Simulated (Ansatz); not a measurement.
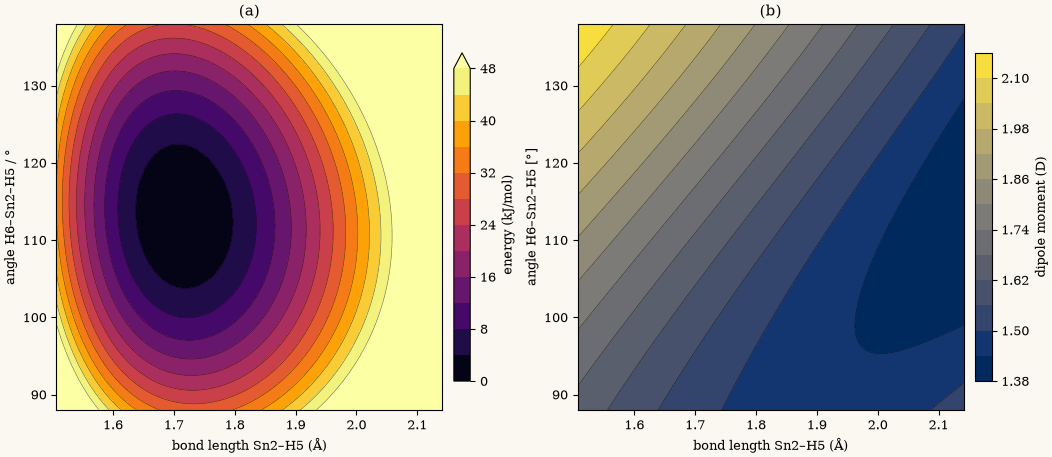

H₄OSn, SMILES [OH][SnH3]. The first coordinate is: bond length Sn2–H5; the second: angle H6–Sn2–H5. Nothing is relaxed (all other coordinates rigid). The grid has 15 × 15 points. Energies are in kJ/mol, from the relaxed molecule at the same level. Level of theory: RKS SPW92 (LDA)/def2-TZVP in Ansatz.

Panel (a) is the energy; panel (b) is the computed dipole moment, in D.

The picture shows filled contours, one colour for all values above the top of the scale. Between grid points the surface is interpolated.

How does the dipole moment vary over the map, and what is it at the lowest grid point?

Leaving out the highest fifth of the energies, it runs from 1.42 D at bond length Sn2–H5 = 2.050 Å, angle H6–Sn2–H5 = 105.9° to 2.12 D at bond length Sn2–H5 = 1.507 Å, angle H6–Sn2–H5 = 134.5°. At the lowest grid point, bond length Sn2–H5 = 1.734 Å, angle H6–Sn2–H5 = 113.0°, it is 1.67 D.
